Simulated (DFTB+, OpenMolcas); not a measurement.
A ladder of methods for CH4OZn (SMILES [CH3][Zn][OH])

The species is CH4OZn (7 atoms), meant as a singlet with charge 0. SMILES: `[CH3][Zn][OH]`. Geometry: relaxed at PBE0-D4/def2-TZVP.

Each level gives the electronic atomisation energy (eV). The values are calculated. Electronic energies at fixed atoms, without zero-point motion or spin-orbit coupling.

| level | kind | program | value (eV) | CPU time (all runs) |
| --- | --- | --- | --- | --- |
| DFTB2-D4 | semi-empirical | DFTB+ | 23.83 | under 2 s |
| HF/cc-pVDZ | Hartree–Fock | OpenMolcas | 16.09 | 24 s |
| SVWN5/cc-pVDZ | LDA | OpenMolcas | 26.40 | 45 s |
| revPBE/cc-pVDZ | GGA | OpenMolcas | 22.37 | 61 s |
| TPSS/cc-pVDZ | meta-GGA | OpenMolcas | 23.00 | 80 s |
| BHLYP/cc-pVDZ | global hybrid | OpenMolcas | 21.77 | 54 s |

The values span 16.09 to 26.40 eV. In so small a basis fixed costs decide the times, and correlated methods can beat functionals. Times are those of the runs behind each value, whatever else they computed, on shared processors of several kinds: orders of magnitude only.

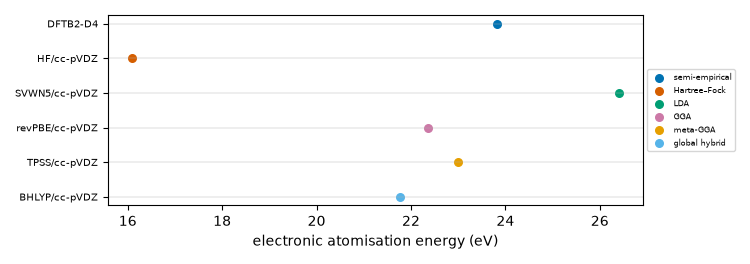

The values of the table, level by level.
